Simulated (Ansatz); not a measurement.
A series of calculations on SiH$_{5}$SBr

Part 1: Relaxation

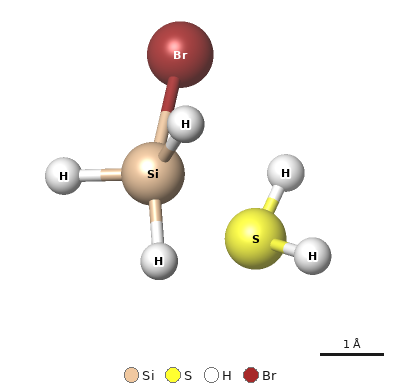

This is the input geometry for a relaxation of SiH5SBr (started from a transition state, displaced along its imaginary mode). The picture is a ball-and-stick view, seen from a free direction.

Theory: RKS PBE0-D4/def2-TZVP in Ansatz 0.2.0.

Input file:
```yaml
crystal:
  periodic: [false, false, false]
  atoms:
    - {symbol: Si, position_ang: [-0.575541, -0.593827, -0.367630]}
    - {symbol: S, position_ang: [1.490828, 0.427962, 0.495840]}
    - {symbol: H, position_ang: [-0.490557, -1.291364, -1.676145]}
    - {symbol: H, position_ang: [-0.086994, -1.737342, 0.550750]}
    - {symbol: H, position_ang: [-1.833834, -0.283399, 0.337086]}
    - {symbol: H, position_ang: [1.162004, 1.590806, 0.278781]}
    - {symbol: Br, position_ang: [-0.740517, 1.567197, -1.463412]}
    - {symbol: H, position_ang: [1.074710, 0.319968, 1.844830]}
basis:
  gaussian: {orbitals: def2-TZVP}
hamiltonian: {xc: pbe0, dispersion: d4}
relax: {f_tol: 0.005, max_steps: 200}
```

Command:
```bash
ansatz run in.yaml --threads 4 --pin off --events-out ev --progress --plain --max-ram 9574MiB
```

**What does the optimiser find from here?**

The atom that moves furthest after the best rigid fit is H4 (1.42 Å). Largest moves by element: H 1.42 Å, S 1.26 Å, Si 0.54 Å, Br 0.40 Å. Some distances before and after: Si1–S2 2.462 → 3.821 Å, S2–Br7 3.180 → 3.998 Å, Si1–Br7 2.429 → 2.228 Å, S2–H6 1.228 → 1.342 Å. Among the angles between lasting bonds that change: H4–Si1–Br7 161.4° → 108.6°, H5–Si1–Br7 88.3° → 108.6°, H3–Si1–Br7 91.4° → 107.0°. The energy falls by 151.1 kJ/mol in 56 accepted moves (63 points after the start). Largest force component: 4.4 eV/Å at the start, 0.0021 eV/Å at the end. The line search rejected the trial steps at points 10, 21, 22, 31, 36, 37, 51 of the run. The forces were under the threshold at step 26, but the run went on from there. The run took 2.2 min on 4 threads of Arm Neoverse V1, with other jobs on the host.

The structure at the end:

```xyz
8

Si   -0.8693   -0.8233   -0.7543
S     1.6391    0.6498    1.7234
H    -1.8320   -1.5030   -1.6526
H     0.4290   -1.5303   -0.7566
H    -1.4259   -0.7126    0.6108
H     1.9674    1.1428    0.5195
Br   -0.5619    1.2291   -1.5639
H     0.6537    1.5475    1.8737
```

After the run, drawn alike:

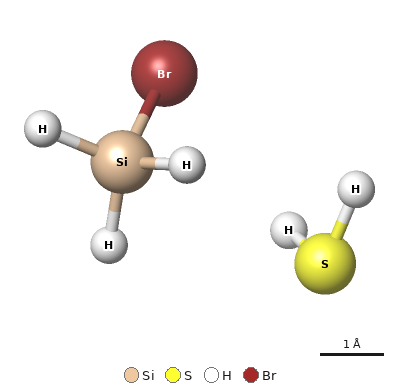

Part 2: Relaxation

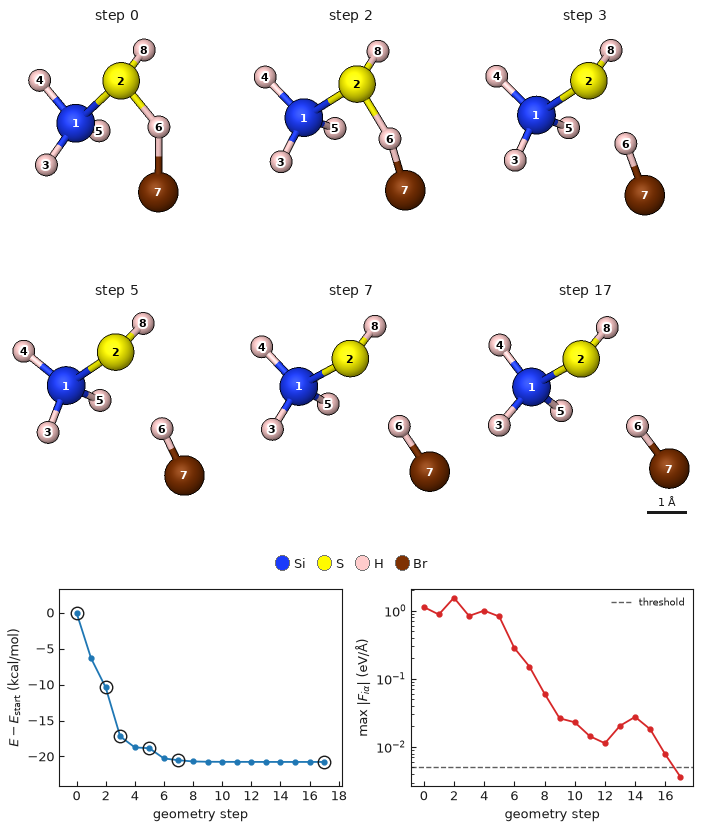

Frames of a relaxation of SiH₅SBr (started from a transition state, displaced along its imaginary mode), marked on the history of the run. A ball-and-stick model, seen at a tilt.

All numbers below come from Ansatz, RKS PBE0-D4/def2-TZVP.

The input:
```yaml
crystal:
  periodic: [false, false, false]
  atoms:
    - {symbol: Si, position_ang: [-0.448748, -0.749489, -0.171762]}
    - {symbol: S, position_ang: [1.433290, 0.216656, 0.529073]}
    - {symbol: H, position_ang: [-0.342939, -1.104537, -1.612533]}
    - {symbol: H, position_ang: [-0.153298, -1.992767, 0.578609]}
    - {symbol: H, position_ang: [-1.728877, -0.240015, 0.390034]}
    - {symbol: H, position_ang: [0.714507, 1.483986, -0.106363]}
    - {symbol: Br, position_ang: [-0.518498, 1.906758, -1.353322]}
    - {symbol: H, position_ang: [1.044664, 0.479408, 1.746364]}
basis:
  gaussian: {orbitals: def2-TZVP}
hamiltonian: {xc: pbe0, dispersion: d4}
relax: {f_tol: 0.005, max_steps: 200}
```

Run as
```bash
ansatz run in.yaml --threads 4 --pin off --events-out ev --progress --plain --max-ram 9574MiB
```

**What happens along the run?**

Br7 moves most after the best rigid fit: 1.14 Å. By element the largest moves are Br 1.14 Å, H 0.70 Å, Si 0.44 Å, S 0.23 Å. Among the contacts that change: Si1–Br7 2.908 → 4.285 Å, S2–H6 1.590 → 2.334 Å, S2–Br7 3.195 → 3.771 Å, H6–Br7 1.804 → 1.444 Å. Bonds break, among them: S2–H6 (1.59 → 2.33 Å). Among the angles between lasting bonds that change: S2–Si1–H4 92.1° → 110.3°, H3–Si1–H5 120.6° → 110.9°, S2–Si1–H5 117.3° → 110.6°. The energy falls by 20.8 kcal/mol in 17 geometry steps. Largest force component: 1.1 eV/Å at the start, 0.0036 eV/Å at the end. Cost: 40 s on 4 threads of Arm Neoverse V1 (shared host). From step 0 to 2: Br7 moves most (0.36 Å), energy −10.4 kcal/mol. From step 2 to 3: Br7 moves most (0.19 Å), energy −6.82 kcal/mol. From step 3 to 5: H6 moves most (0.29 Å), energy −1.64 kcal/mol. From step 5 to 7: Br7 moves most (0.30 Å), energy −1.66 kcal/mol. From step 7 to 17: H3 moves most (0.23 Å), energy −0.24 kcal/mol.

```json
{"step": "0", "E − E(0), kcal/mol": "0.00", "largest force component, eV/Å": "1.1377"}
{"step": "1", "E − E(0), kcal/mol": "-6.34", "largest force component, eV/Å": "0.8840"}
{"step": "2", "E − E(0), kcal/mol": "-10.39", "largest force component, eV/Å": "1.5589"}
{"step": "3", "E − E(0), kcal/mol": "-17.21", "largest force component, eV/Å": "0.8414"}
{"step": "4", "E − E(0), kcal/mol": "-18.73", "largest force component, eV/Å": "1.0064"}
{"step": "5", "E − E(0), kcal/mol": "-18.85", "largest force component, eV/Å": "0.8257"}
{"step": "6", "E − E(0), kcal/mol": "-20.27", "largest force component, eV/Å": "0.2841"}
{"step": "7", "E − E(0), kcal/mol": "-20.52", "largest force component, eV/Å": "0.1517"}
{"step": "8", "E − E(0), kcal/mol": "-20.69", "largest force component, eV/Å": "0.0607"}
{"step": "9", "E − E(0), kcal/mol": "-20.73", "largest force component, eV/Å": "0.0263"}
{"step": "10", "E − E(0), kcal/mol": "-20.74", "largest force component, eV/Å": "0.0231"}
{"step": "11", "E − E(0), kcal/mol": "-20.75", "largest force component, eV/Å": "0.0144"}
{"step": "12", "E − E(0), kcal/mol": "-20.75", "largest force component, eV/Å": "0.0113"}
{"step": "13", "E − E(0), kcal/mol": "-20.75", "largest force component, eV/Å": "0.0205"}
{"step": "14", "E − E(0), kcal/mol": "-20.76", "largest force component, eV/Å": "0.0276"}
{"step": "15", "E − E(0), kcal/mol": "-20.76", "largest force component, eV/Å": "0.0182"}
{"step": "16", "E − E(0), kcal/mol": "-20.76", "largest force component, eV/Å": "0.0078"}
{"step": "17", "E − E(0), kcal/mol": "-20.76", "largest force component, eV/Å": "0.0036"}
```

Part 3: Reaction

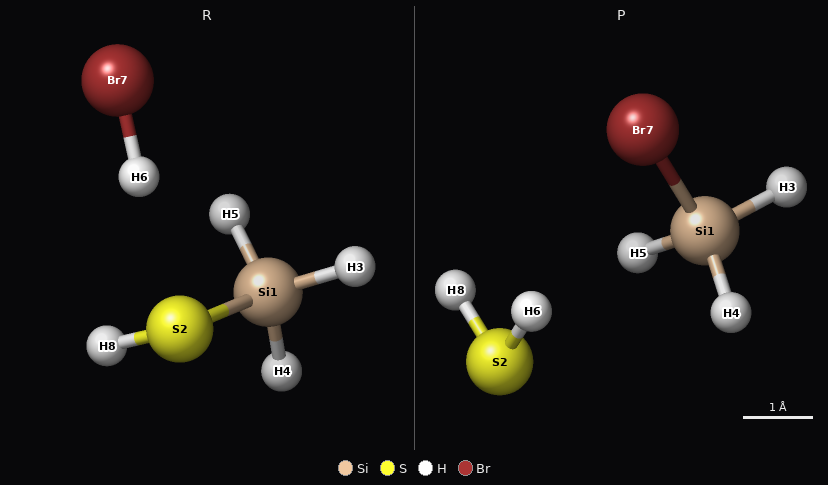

Reactant (R) and product (P) of one elementary step of SiH5SBr. Style: ball-and-stick. Shown at a tilt.

Stationary points at PBE0-D4/def2-TZVP, single-point energies with CCSD(T)/CBS, RPA@PBE, B3LYP-D4 (def2-TZVPP where no basis is named; Ansatz 0.2.0). The energies are electronic, without zero-point or thermal terms, and both ends are the minima reached downhill from the saddle, with any fragments still in contact. CCSD(T)/CBS stands for a frozen-core estimate: MP2 correlation extrapolated from def2-TZVPP and def2-QZVPP, CCSD(T) minus MP2 from the smaller set.

R:
```xyz
8

Si   -0.3426   -1.1390   -0.0183
S     1.4142    0.0360    0.3884
H    -0.1712   -1.5830   -1.4202
H    -0.4043   -2.3059    0.8949
H    -1.5656   -0.3152    0.1299
H     0.4032    1.9263   -0.5338
Br   -0.3780    3.0124   -1.0782
H     1.0443    0.3683    1.6375
```

P:
```xyz
8

Si   -0.8809   -0.8179   -0.7468
S     1.6503    0.6417    1.7157
H    -1.8536   -1.4919   -1.6384
H     0.4086   -1.5409   -0.7462
H    -1.4335   -0.6903    0.6185
H     1.9824    1.1219    0.5077
Br   -0.5495    1.2246   -1.5717
H     0.6763    1.5527    1.8613
```

Predict the saddle point between them and the barrier.

Counted by bonded pieces, R holds HBr + SiH₄S and P holds H₂S + SiH₃Br. From R over the saddle to P, bonds form: Si1–Br7 (4.28 → 2.67 → 2.23 Å), S2–H6 (2.33 → 1.39 → 1.34 Å). Bonds break: Si1–S2 (2.15 → 2.34 → 3.82 Å), H6–Br7 (1.44 → 2.18 → 3.28 Å). The saddle has one imaginary mode, 300i cm⁻¹. With CCSD(T)/CBS the barrier is 113.7 kJ/mol from R and 147.4 kJ/mol from P, and P lies 33.7 kJ/mol below R.

| level | barrier from R (kJ/mol) | barrier from P (kJ/mol) | P less R (kJ/mol) |
| --- | --- | --- | --- |
| CCSD(T)/CBS | 113.7 | 147.4 | −33.7 |
| RPA@PBE | 123.7 | 157.1 | −33.4 |
| B3LYP-D4 | 110.4 | 138.9 | −28.5 |

Against CCSD(T)/CBS, B3LYP-D4 comes closest on the barrier from R (−3.3 kJ/mol) and RPA@PBE misses most (+10.0 kJ/mol).

Saddle geometry:

```xyz
8

Si   -0.5121   -0.6717   -0.2697
S     1.4621    0.3223    0.5125
H    -0.4167   -1.1980   -1.6443
H    -0.1201   -1.8651    0.5647
H    -1.7814   -0.2617    0.3636
H     0.9383    1.5374    0.0862
Br   -0.6295    1.7370   -1.4084
H     1.0597    0.3997    1.7956
```

The saddle point in the same view, with dashed sticks for the bonds that form or break:

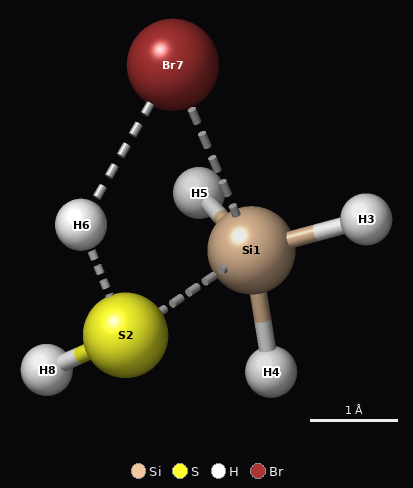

Limits of the set-up: the start holds two separate molecules, 2.3 Å apart at their closest, whose relative position is a soft coordinate.
